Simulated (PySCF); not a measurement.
System: C$_{5}$H$_{7}$FO$_{2}$Si.

Input file:

```
{"job": {"kind": "nmr", "xc": "PBE0", "basis": "pcSseg-1"}, "charge": 0, "multiplicity": 1}
C      2.180623    -1.170994     0.010241
C      0.973038    -0.658512    -0.171069
O     -0.092085    -1.431459    -0.452561
Si    -1.634291    -0.883124    -0.494704
C     -1.524314     0.459030     0.844750
F     -2.514229     0.658473     1.744435
C     -0.354540     1.068953     0.993316
C      0.663783     0.824969    -0.087487
O      0.122632     1.153692    -1.357703
H      2.346144    -2.229915    -0.067499
H      3.024865    -0.547659     0.234369
H     -2.051856    -0.361356    -1.787722
H     -2.362519    -2.041409    -0.000869
H     -0.117110     1.738311     1.806330
H      1.585473     1.389586     0.096926
H     -0.253212     2.040359    -1.322165
```

Command:

```sh
OMP_NUM_THREADS=1 python probes_run.py task.json out
```

Geometry: GFN2-xTB.

All numbers below come from PBE0/pcSseg-1, SCF density, gas phase, non-relativistic in PySCF.

Question: What will maps of the electron density and electron localisation function show?

Answer: C–C (1.32 Å): ρ is about 2.3 e/Å³ halfway; the ELF peaks at about 0.95 between the atoms; a multiple bond.
C–O (1.35 Å): the density is about 2.3 e/Å³ at the midpoint, with its minimum of 2 e/Å³ about 0.5 Å from C; the ELF peaks at about 0.90 between the atoms; a polar covalent bond.
Si–O (1.64 Å): ρ is about 1.1 e/Å³ halfway; the ELF peaks at about 0.90 between the atoms: a polar covalent bond.

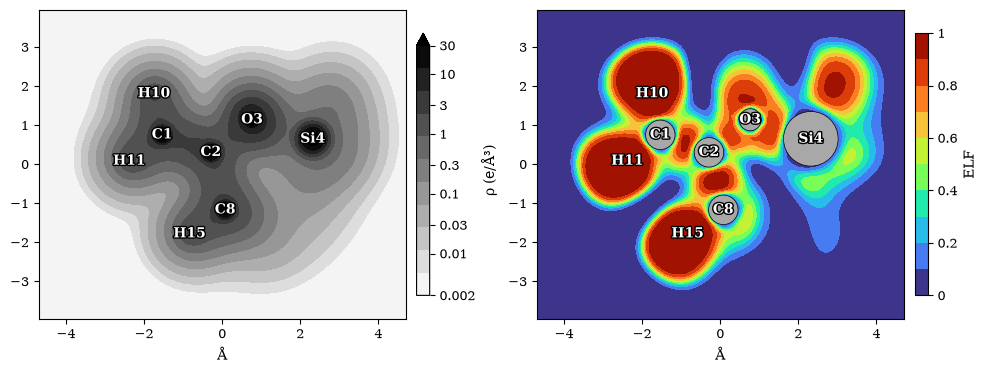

Computed electron density and electron localisation function on the plane of atoms H10, C1 and H11, in this order. Grey discs cover the atomic cores in the ELF map. 
